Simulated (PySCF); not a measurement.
Cd(H)(Br), SMILES [Br][CdH] at its PBE0/def2-SVP optimised geometry (Å):

```
3

Cd     0.3821    -0.0005     0.0000
H      2.0398    -0.0005     0.0000
Br    -2.0398     0.0005    -0.0041
```

Method: PBE0/def2-TZVP, def2 effective core potentials past Kr run with PySCF. The core electrons that the potentials of Cd replace are not part of the density. Cells within 0.4 Å of a nucleus heavier than hydrogen are left out (blank, or x).

Map of the deformation density (molecule minus spherical neutral atoms) (e/bohr³) on the plane z = 0.0 Å:

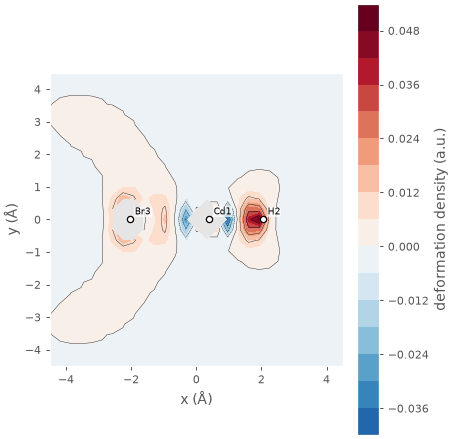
Figure. Deformation density (molecule minus spherical neutral atoms) (e/bohr³) on the plane z = 0.0 Å.
